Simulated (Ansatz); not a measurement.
**A computed series for SnS2: response to strain**

Start from SnS$_{2}$ in the CdI2 type structure (space group P-3m1, No. 164; a = 3.669 Å, c = 5.806 Å; layered, stacked along the Cartesian z axis). Axes: x lies along a and z along c of the hexagonal cell.

Strains are applied to the cell and any free atomic positions relax; under biaxial strain the out-of-plane vector relaxes too.

Level of theory: Kohn–Sham DFT with the PBE-D3(BJ) functional, run in Ansatz (a first-principles code) with PAW and 420 eV plane waves, scalar-relativistic without spin-orbit coupling.

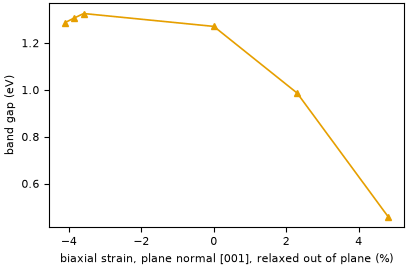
Band gap against biaxial strain, plane normal [001], relaxed out of plane

Q: From the plot, what is the band gap for biaxial strain +4.81 %, plane normal [001], relaxed out of plane?

A: About 0.46 eV.

Q: Is the trend monotonic over the range shown?

A: No, it turns within the range, spanning 0.46 eV to 1.33 eV.

Stability against distortions was not tested.
